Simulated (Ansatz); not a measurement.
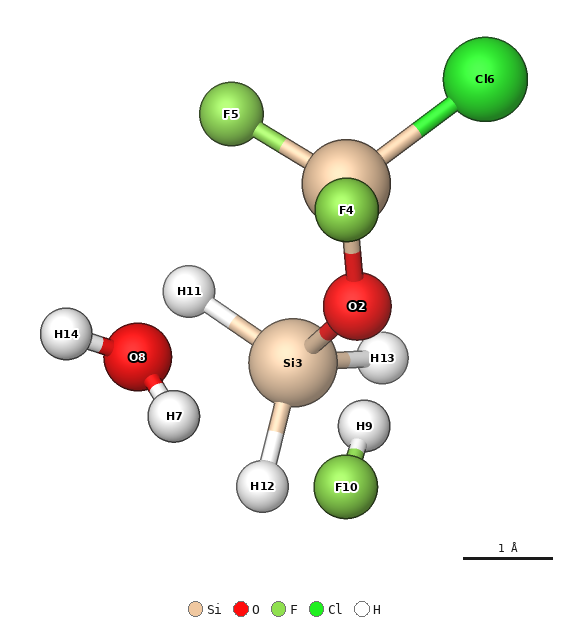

Fig. 1: The input geometry (ball-and-stick view, seen at an oblique angle; atoms are numbered from 1 in the order of the input).

## Si2H6ClO2F3: nudged elastic band

The run: nudged elastic band of Si2H6ClO2F3. Method and program: RKS PBE0-D4/def2-SVP (Ansatz 0.2.0).

Figures and captions count atoms from 1; the log counts them from 0 in places.

What the program printed
```
Functional definition: PBE0
  name "PBE0"
  cite "Adamo & Barone, J. Chem. Phys. 110, 6158 (1999) doi:10.1063/1.478522"
  cite "Perdew, Burke & Ernzerhof, Phys. Rev. Lett. 77, 3865 (1996) doi:10.1103/PhysRevLett.77.3865"
  parent pbe
  parameter a = 0.25
  parameter kappa = 0.804
  parameter beta = 0.06672455060314922
  exchange = (1 - a)*pbe_x(kappa = kappa, mu = beta*pi^2/3) + a*exact_x
  correlation = pbe_c(beta = beta)
1536 factors; integrals over basis functions are off by at most 3.9e-4 eV
mean field evaluation 1: about -40577.4968 eV, gradient 7.3e1 eV
mean field evaluation 2: about -40569.8994 eV, gradient 1.0e2 eV
mean field evaluation 4: about -40586.0277 eV, gradient 3.4e0 eV
mean field evaluation 8: about -40586.0612 eV, gradient 1.8e-1 eV
mean field evaluation 16: about -40586.0613 eV, gradient 5.0e-5 eV
mean field -40586.06129011 eV, -1491.5102421910 hartree, gradient 5.0e-5 eV, S^2 0.000000; 0 other end points of the search recorded, 0 dependent functions left out
the calculation of the forces begins
reference -40586.06131857 eV, -1491.5102432369 hartree; 47, 47 occupied and 107, 107 virtual orbitals, 1536 factors
1541 factors; integrals over basis functions are off by at most 1.2e-3 eV
mean field evaluation 32: about -40586.2560 eV, gradient 7.7e-5 eV
mean field -40586.25600485 eV, -1491.5173978257 hartree, gradient 7.7e-5 eV, S^2 0.000000; 0 other end points of the search recorded, 0 dependent functions left out
[... from here on the field's lines of each further geometry are left out, up to the last ...]
WARN: NEB end point (image 0): max|allowed force component| = 9.434e-1 eV/Å (the criterion of neb.relax_end_points is 1.000e-2). That is over neb.f_tol: it is no minimum, so the barrier can be far off. Relax it first
WARN: NEB end point (image 6): max|allowed force component| = 9.239e-1 eV/Å (the criterion of neb.relax_end_points is 1.000e-2). That is over neb.f_tol: it is no minimum, so the barrier can be far off. Relax it first
NEB iter   1: max|band force component| = 4.496e0 eV/Å  barrier→ = 2.5966 eV  barrier← = 2.7901 eV  Δτ_max = 0.2000 Å  (189 SCF iters)
NEB iter   2: max|band force component| = 2.480e0 eV/Å  barrier→ = 0.8312 eV  barrier← = 1.0247 eV  Δτ_max = 0.2000 Å  (148 SCF iters)
NEB iter   3: max|band force component| = 5.536e0 eV/Å  barrier→ = 0.5596 eV  barrier← = 0.7532 eV  Δτ_max = 0.0987 Å  (155 SCF iters)
NEB iter   4: max|band force component| = 1.148e0 eV/Å  barrier→ = 0.1333 eV  barrier← = 0.3268 eV  Δτ_max = 0.1991 Å  (147 SCF iters)
NEB iter   5: max|band force component| = 8.779e-1 eV/Å  barrier→ = 0.0701 eV  barrier← = 0.2636 eV  Δτ_max = 0.1643 Å  (147 SCF iters)
NEB iter   6: max|band force component| = 5.477e-1 eV/Å  barrier→ = 0.0509 eV  barrier← = 0.2444 eV  Δτ_max = 0.1438 Å  (145 SCF iters)
NEB iter   7: max|band force component| = 5.002e-1 eV/Å  barrier→ = 0.0350 eV  barrier← = 0.2285 eV  Δτ_max = 0.2000 Å  (146 SCF iters)
NEB iter   8: max|band force component| = 2.241e0 eV/Å  barrier→ = 0.1283 eV  barrier← = 0.3218 eV  Δτ_max = 0.1002 Å  (150 SCF iters)
NEB iter   9: max|band force component| = 6.218e-1 eV/Å  barrier→ = -0.0214 eV  barrier← = 0.1721 eV  CI = image 4  Δτ_max = 0.2000 Å  (148 SCF iters)
NEB iter  10: max|band force component| = 9.430e-1 eV/Å  barrier→ = 0.0944 eV  barrier← = 0.2879 eV  CI = image 4  Δτ_max = 0.1011 Å  (145 SCF iters)
NEB iter  11: max|band force component| = 7.319e-1 eV/Å  barrier→ = 0.1210 eV  barrier← = 0.3145 eV  CI = image 4  Δτ_max = 0.0913 Å  (147 SCF iters)
NEB iter  12: max|band force component| = 2.783e-1 eV/Å  barrier→ = 0.1034 eV  barrier← = 0.2969 eV  CI = image 4  Δτ_max = 0.0348 Å  (141 SCF iters)
NEB iter  13: max|band force component| = 1.401e-1 eV/Å  barrier→ = 0.0929 eV  barrier← = 0.2864 eV  CI = image 4  Δτ_max = 0.0933 Å  (145 SCF iters)
NEB iter  14: max|band force component| = 1.532e-1 eV/Å  barrier→ = 0.0869 eV  barrier← = 0.2805 eV  CI = image 4  Δτ_max = 0.0469 Å  (141 SCF iters)
NEB iter  15: max|band force component| = 1.321e-1 eV/Å  barrier→ = 0.0794 eV  barrier← = 0.2729 eV  CI = image 4  Δτ_max = 0.0469 Å  (138 SCF iters)
NEB iter  16: max|band force component| = 1.588e-1 eV/Å  barrier→ = 0.0740 eV  barrier← = 0.2675 eV  CI = image 4  Δτ_max = 0.0469 Å  (137 SCF iters)
NEB iter  17: max|band force component| = 1.629e-1 eV/Å  barrier→ = 0.0687 eV  barrier← = 0.2622 eV  CI = image 4  Δτ_max = 0.0939 Å  (149 SCF iters)
NEB iter  18: max|band force component| = 1.547e-1 eV/Å  barrier→ = 0.0580 eV  barrier← = 0.2515 eV  CI = image 4  Δτ_max = 0.0968 Å  (146 SCF iters)
NEB iter  19: max|band force component| = 1.573e-1 eV/Å  barrier→ = 0.0461 eV  barrier← = 0.2396 eV  CI = image 4  Δτ_max = 0.0955 Å  (146 SCF iters)
NEB iter  20: max|band force component| = 1.312e-1 eV/Å  barrier→ = 0.0369 eV  barrier← = 0.2304 eV  CI = image 4  Δτ_max = 0.0803 Å  (146 SCF iters)
NEB iter  21: max|band force component| = 1.016e-1 eV/Å  barrier→ = 0.0323 eV  barrier← = 0.2258 eV  CI = image 4  Δτ_max = 0.0690 Å  (146 SCF iters)
NEB iter  22: max|band force component| = 1.620e-1 eV/Å  barrier→ = 0.0300 eV  barrier← = 0.2235 eV  CI = image 4  Δτ_max = 0.0346 Å  (147 SCF iters)
NEB iter  23: max|band force component| = 9.993e-2 eV/Å  barrier→ = 0.0291 eV  barrier← = 0.2226 eV  CI = image 4  Δτ_max = 0.0346 Å  (144 SCF iters)
the calculation of the forces begins
reference -40586.26537700 eV, -1491.5177422461 hartree; 47, 47 occupied and 107, 107 virtual orbitals, 1543 factors
these checks for a lower state are left out or cut short: stability, starts, cluster_reference, orbital_swaps, neighbouring_geometries, increment
1541 factors; integrals over basis functions are off by at most 1.4e-3 eV
mean field -40586.10385731 eV, -1491.5118065070 hartree, gradient 2.7e-6 eV, S^2 0.000000; 0 other end points of the search recorded, 0 dependent functions left out
the calculation of the forces begins
reference -40586.10388454 eV, -1491.5118075076 hartree; 47, 47 occupied and 107, 107 virtual orbitals, 1541 factors
NEB iter  24: max|band force component| = 4.932e-2 eV/Å  barrier→ = 0.0291 eV  barrier← = 0.2226 eV  CI = image 4  CI's point: of a kind that is not told: the force calls were inconclusive, a negative curvature could not be distinguished from the path's own, the only one lies far off the path, or fixed occupations may fill a level only in part  Δτ_max = 0.0000 Å  (1261 SCF iters)
```

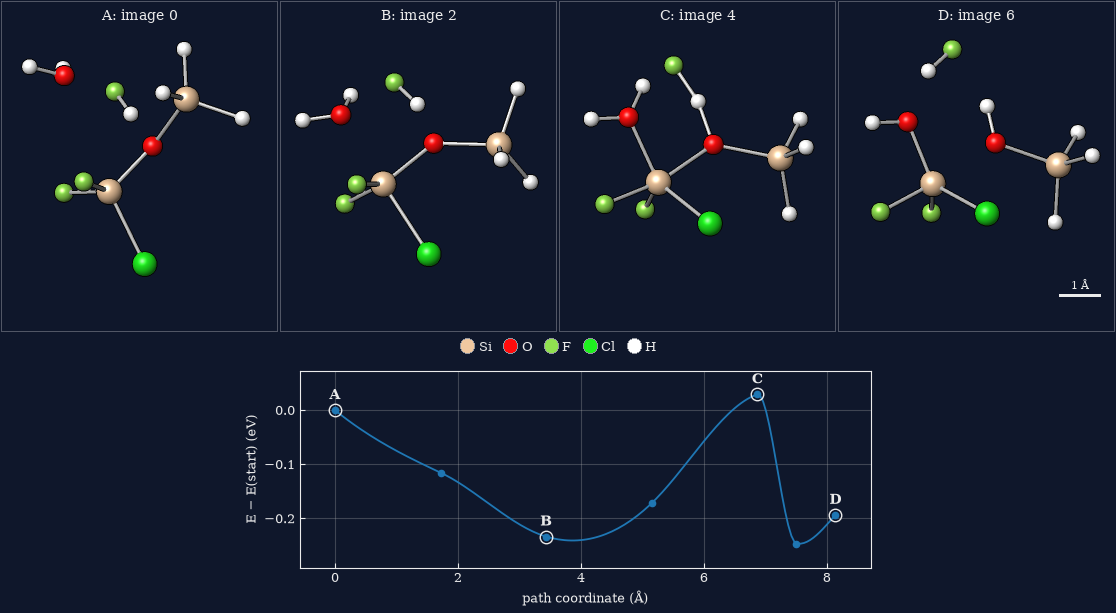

Fig. 2: Images of the last band (counted from 0; ball-and-stick, seen at a tilt) above the energy along the path; the line is a cubic interpolation that uses the forces. The highest image is number 4, 0.029 eV above the start and 0.223 eV above the end (the climbing image); the end lies 0.194 eV below the start. The path is 8.14 Å long. The band converged in 24 iterations. The end points carry forces over 0.1 eV/Å, so they aren't fully relaxed minima and the barriers are approximate.

```
WARN: NEB end point (image 0): the path dips 0.233538 eV below it before the top, so the barrier from the dip is that much higher. The path crosses a lower well, or the end point is a saddle point, which neb.relax_end_points tests for
Total energy: -40586.37376670 eV, -1491.5217254940 hartree
Atom 0 at    -0.441053     0.572291     1.089507 Å, force    -0.026334     0.006775    -0.010533 eV/Å
Atom 1 at     0.070999    -0.026341    -0.523714 Å, force    -0.027573    -0.006238    -0.002318 eV/Å
Atom 2 at    -0.797610    -0.210218    -1.982109 Å, force     0.021488     0.006782     0.012657 eV/Å
Atom 3 at     0.050821     2.077411     0.766804 Å, force    -0.006635     0.022480    -0.004968 eV/Å
Atom 4 at    -0.742711     0.815755     2.690311 Å, force     0.016358    -0.008580    -0.005127 eV/Å
Atom 5 at    -2.427529     0.097957     0.676950 Å, force     0.015778    -0.002121    -0.009369 eV/Å
Atom 6 at     1.709961    -0.670601     0.944801 Å, force    -0.049650     0.016998     0.058026 eV/Å
Atom 7 at     0.898185    -0.477884     1.663565 Å, force     0.018797    -0.017661    -0.018954 eV/Å
Atom 8 at     1.274585    -0.344654    -0.537111 Å, force     0.051844    -0.027002     0.019095 eV/Å
Atom 9 at     2.263374    -0.685543    -0.184640 Å, force    -0.025228     0.009921    -0.035856 eV/Å
Atom 10 at    -1.630570    -1.439653    -1.946250 Å, force    -0.003614     0.001598    -0.000385 eV/Å
Atom 11 at     0.280918    -0.364009    -2.999178 Å, force    -0.003675     0.002982    -0.002200 eV/Å
Atom 12 at    -1.605570     1.004032    -2.259273 Å, force    -0.003349    -0.001765     0.003619 eV/Å
Atom 13 at     1.096199    -0.348548     2.600636 Å, force     0.021791    -0.004170    -0.003687 eV/Å
Dipole moment:     0.310530    -0.425889    -0.052860 e Å
```

The last band as extended XYZ (Å, eV, eV/Å)
```
14
Properties=species:S:1:pos:R:3:forces:R:3 image=0 energy=-40586.40284
Si   -0.8388    1.1282    0.9679   -0.3574   0.3505  -0.3516
O    -0.4950    0.5700   -0.5061    0.3078   0.2702  -0.3555
Si   -0.8775   -0.8215   -1.3649   -0.0033  -0.4379  -0.2399
F     0.4490    1.7728    1.5919    0.9434   0.4694   0.4452
F    -1.3765   -0.0018    1.9172   -0.3832  -0.8065   0.6548
Cl   -2.2575    2.5558    0.8504   -0.2200   0.2156  -0.0330
H     2.0463   -0.6758    0.5454    0.0995   0.1362  -0.0654
O     1.2816   -1.1389    0.9057   -0.3480   0.0328  -0.1514
H     1.2616    0.8970   -0.8436    0.0141   0.0053   0.0254
F     2.1930    0.8423   -0.9110   -0.1011  -0.0873   0.0794
H    -1.4412   -1.8353   -0.4498   -0.0738  -0.1032   0.0847
H     0.3600   -1.2812   -2.0260    0.1099  -0.0514  -0.0843
H    -1.8860   -0.4286   -2.3778   -0.0977   0.0178  -0.1051
H     1.5811   -1.5830    1.7010    0.1098  -0.0115   0.0968
14
Properties=species:S:1:pos:R:3:forces:R:3 image=1 energy=-40586.51824
Si   -0.5485    0.7442    1.0190   -0.0220  -0.0073   0.0277
O    -0.2347    0.3880   -0.5775    0.0168  -0.0170  -0.0180
Si   -0.9554   -0.7357   -1.6233    0.0120   0.0324   0.0162
F     0.5326    1.7269    1.6939   -0.0204  -0.0343  -0.0105
F    -1.2323   -0.3604    1.9696    0.0338   0.0233  -0.0015
Cl   -2.1559    2.0340    0.8052    0.0171  -0.0322  -0.0021
H     1.8232   -0.3711    0.6749   -0.0089   0.0051   0.0227
O     1.0815   -0.6834    1.2345   -0.0097   0.0163  -0.0013
H     1.3702    0.6500   -0.8719    0.0135  -0.0118   0.0017
F     2.3036    0.5445   -0.7324   -0.0050  -0.0070  -0.0064
H    -1.7894   -1.6607   -0.8099   -0.0114  -0.0009  -0.0150
H     0.1626   -1.4609   -2.2852   -0.0185  -0.0063  -0.0150
H    -1.7786   -0.0114   -2.6258   -0.0045   0.0083  -0.0056
H     1.4210   -0.8041    2.1292    0.0072   0.0315   0.0072
14
Properties=species:S:1:pos:R:3:forces:R:3 image=2 energy=-40586.63638
Si   -0.5035    0.4897    1.0238   -0.0029   0.0281   0.0405
O    -0.0527   -0.0320   -0.5045   -0.0256  -0.0286   0.0004
Si   -1.0427   -0.5449   -1.7959    0.0245   0.0272  -0.0012
F     0.2632    1.7960    1.5850   -0.0074  -0.0007  -0.0129
F    -1.1206   -0.4954    2.1424    0.0111  -0.0008  -0.0249
Cl   -2.3082    1.4054    0.4697    0.0026  -0.0188  -0.0013
H     1.9355   -0.2438    0.9160    0.0049   0.0029   0.0076
O     1.2069   -0.4768    1.5396   -0.0008   0.0006   0.0047
H     1.5050    0.2131   -0.7786   -0.0008  -0.0168   0.0024
F     2.4357    0.2908   -0.5695    0.0006  -0.0135  -0.0019
H    -2.1757   -1.3392   -1.2564   -0.0040  -0.0075  -0.0127
H    -0.1410   -1.4033   -2.6138   -0.0099   0.0039  -0.0068
H    -1.5036    0.6188   -2.5949   -0.0040   0.0064   0.0043
H     1.5015   -0.2785    2.4373    0.0115   0.0176   0.0017
14
Properties=species:S:1:pos:R:3:forces:R:3 image=3 energy=-40586.57449
Si   -0.5512    0.4776    1.0541   -0.0136   0.0262   0.0136
O    -0.0827   -0.2205   -0.4119   -0.0293  -0.0153  -0.0107
Si   -0.9369   -0.3462   -1.8894    0.0072  -0.0132  -0.0228
F     0.0471    1.9704    1.1754   -0.0023  -0.0267   0.0340
F    -0.9923   -0.0901    2.5087   -0.0238  -0.0835   0.0036
Cl   -2.5376    0.8562    0.4620    0.0028   0.0660  -0.0314
H     1.9134   -0.2973    1.0099    0.0148   0.0242   0.0161
O     1.1601   -0.2682    1.6541    0.0269   0.0214  -0.0125
H     1.4541   -0.3961   -0.6612    0.0018   0.0010  -0.0023
F     2.4027   -0.4303   -0.4921    0.0209   0.0156  -0.0234
H    -1.9901   -1.3870   -1.7932   -0.0236   0.0048   0.0148
H     0.1351   -0.7905   -2.8280   -0.0061  -0.0370   0.0214
H    -1.4642    0.9663   -2.3358    0.0116   0.0028  -0.0045
H     1.4424   -0.0444    2.5479    0.0126   0.0137   0.0042
14
Properties=species:S:1:pos:R:3:forces:R:3 image=4 energy=-40586.37374
Si   -0.4411    0.5723    1.0895   -0.0263   0.0068  -0.0105
O     0.0710   -0.0263   -0.5237   -0.0276  -0.0062  -0.0023
Si   -0.7976   -0.2102   -1.9821    0.0215   0.0068   0.0127
F     0.0508    2.0774    0.7668   -0.0066   0.0225  -0.0050
F    -0.7427    0.8158    2.6903    0.0164  -0.0086  -0.0051
Cl   -2.4275    0.0980    0.6770    0.0158  -0.0021  -0.0094
H     1.7100   -0.6706    0.9448   -0.0496   0.0170   0.0580
O     0.8982   -0.4779    1.6636    0.0188  -0.0177  -0.0190
H     1.2746   -0.3447   -0.5371    0.0518  -0.0270   0.0191
F     2.2634   -0.6855   -0.1846   -0.0252   0.0099  -0.0359
H    -1.6306   -1.4397   -1.9463   -0.0036   0.0016  -0.0004
H     0.2809   -0.3640   -2.9992   -0.0037   0.0030  -0.0022
H    -1.6056    1.0040   -2.2593   -0.0033  -0.0018   0.0036
H     1.0962   -0.3485    2.6006    0.0218  -0.0042  -0.0037
14
Properties=species:S:1:pos:R:3:forces:R:3 image=5 energy=-40586.64915
Si   -0.4412    0.5697    1.2087    0.0006  -0.0055   0.0107
O     0.1038   -0.0610   -0.5551    0.0022   0.0051   0.0007
Si   -0.7610   -0.1374   -2.0426   -0.0022  -0.0003  -0.0077
F     0.0106    2.0393    0.7125   -0.0055   0.0025  -0.0023
F    -0.8349    0.9776    2.7463    0.0004   0.0130  -0.0029
Cl   -2.3589   -0.0212    0.6721    0.0060  -0.0075   0.0019
H     1.9606   -0.8059    0.8105    0.0103  -0.0059  -0.0069
O     0.7851   -0.4891    1.7226   -0.0043   0.0009   0.0006
H     1.0695   -0.3158   -0.5878   -0.0084   0.0002  -0.0049
F     2.4416   -0.8295   -0.0318    0.0058  -0.0078   0.0058
H    -1.6025   -1.3582   -2.0835    0.0011  -0.0012  -0.0015
H     0.3233   -0.2227   -3.0594    0.0002   0.0046  -0.0008
H    -1.5499    1.1071   -2.1976    0.0001   0.0012   0.0049
H     0.8539   -0.4530    2.6854   -0.0061   0.0008   0.0024
14
Properties=species:S:1:pos:R:3:forces:R:3 image=6 energy=-40586.59635
Si   -0.5017    0.6308    1.1892   -0.1757  -0.7381  -0.2531
O     0.1238   -0.1349   -0.5770    0.0808   0.1332   0.5621
Si   -0.7121   -0.2113   -2.0460   -0.2782  -0.0397  -0.3963
F    -0.2865    2.0344    0.4820    0.1514   0.9239  -0.5018
F    -0.9079    1.1830    2.6538   -0.1569   0.2229   0.6324
Cl   -2.2862   -0.3039    0.7868   -0.2429  -0.1357  -0.0862
H     1.9982   -0.7614    0.8943    0.0303  -0.0408  -0.0944
O     0.8348   -0.2062    1.7458    0.4748  -0.3279  -0.0141
H     1.0533   -0.4542   -0.5798    0.3446  -0.1254   0.1052
F     2.4780   -0.9995    0.0925   -0.1390   0.0754   0.0051
H    -1.4783   -1.4724   -2.1286   -0.0743  -0.1266  -0.0383
H     0.3422   -0.1810   -3.0869    0.0937   0.0073  -0.1054
H    -1.5886    0.9721   -2.1220   -0.0881   0.1205  -0.0243
H     0.9311   -0.0955    2.6961   -0.0206   0.0508   0.2091
```

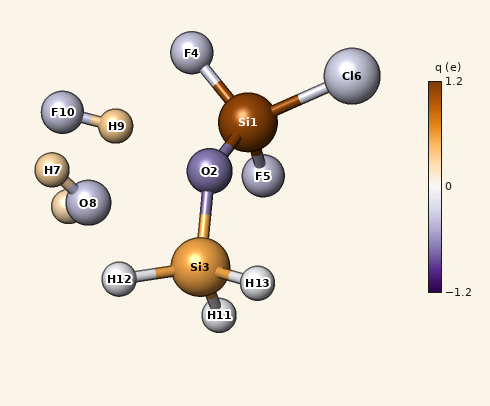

Fig. 3: Mulliken charges, as the colour of each atom (ball-and-stick view, seen at an oblique angle; atoms are numbered from 1 in the order of the input). By element: Si +0.55 to +1.10, O −0.68 to −0.35, F −0.37 to −0.32, Cl −0.27 and H −0.08 to +0.33 e.

The run was set up as follows.

Input file
```yaml
crystal:
  periodic: [false, false, false]
  atoms:
    - {symbol: Si, position_ang: [-0.838760, 1.128196, 0.967949]}
    - {symbol: O, position_ang: [-0.494972, 0.570010, -0.506074]}
    - {symbol: Si, position_ang: [-0.877489, -0.821455, -1.364932]}
    - {symbol: F, position_ang: [0.449004, 1.772816, 1.591896]}
    - {symbol: F, position_ang: [-1.376546, -0.001788, 1.917188]}
    - {symbol: Cl, position_ang: [-2.257485, 2.555799, 0.850401]}
    - {symbol: H, position_ang: [2.046308, -0.675792, 0.545381]}
    - {symbol: O, position_ang: [1.281570, -1.138928, 0.905680]}
    - {symbol: H, position_ang: [1.261589, 0.897033, -0.843569]}
    - {symbol: F, position_ang: [2.193023, 0.842336, -0.910952]}
    - {symbol: H, position_ang: [-1.441249, -1.835333, -0.449826]}
    - {symbol: H, position_ang: [0.359990, -1.281203, -2.026020]}
    - {symbol: H, position_ang: [-1.886040, -0.428648, -2.377780]}
    - {symbol: H, position_ang: [1.581058, -1.583046, 1.700958]}
basis:
  gaussian: {orbitals: def2-SVP}
hamiltonian: {xc: pbe0, dispersion: d4}
neb:
  images: 5
  climbing: true
  max_iterations: 40
  initial_path: idpp
  final_atoms:
    - {symbol: Si, position_ang: [-0.221804, 0.641503, 1.266172]}
    - {symbol: O, position_ang: [-0.003590, -0.136179, -0.589840]}
    - {symbol: Si, position_ang: [-1.128982, -0.177864, -1.852480]}
    - {symbol: F, position_ang: [-0.111694, 2.040519, 0.526485]}
    - {symbol: F, position_ang: [-0.295643, 1.199936, 2.781972]}
    - {symbol: Cl, position_ang: [-2.081282, -0.231488, 1.246123]}
    - {symbol: H, position_ang: [2.113950, -0.831584, 0.460492]}
    - {symbol: O, position_ang: [1.172464, -0.242101, 1.534216]}
    - {symbol: H, position_ang: [0.893721, -0.486222, -0.785319]}
    - {symbol: F, position_ang: [2.408168, -1.081679, -0.423042]}
    - {symbol: H, position_ang: [-1.937331, -1.412418, -1.770848]}
    - {symbol: H, position_ang: [-0.314035, -0.177645, -3.090081]}
    - {symbol: H, position_ang: [-1.962019, 1.034332, -1.747028]}
    - {symbol: H, position_ang: [1.468077, -0.139112, 2.443476]}
```

Run as:
```bash
ansatz run in.yaml --threads 4 --pin off --events-out ev --progress --plain --max-ram 66560MiB --backend cuda --devices 0, --max-vram 37GiB
```

Results in brief

```json
{"quantity": "outcome", "value": "converged"}
{"quantity": "barrier, forward", "value": "0.029 eV"}
{"quantity": "barrier, backward", "value": "0.223 eV"}
{"quantity": "dipole moment (one image of the band)", "value": "2.54 D"}
{"quantity": "hardware", "value": "4 CPU threads, shared host"}
{"quantity": "wall time", "value": "3.5 min (CPU time 5.2 min)"}
{"quantity": "peak memory", "value": "0.92 GiB"}
```
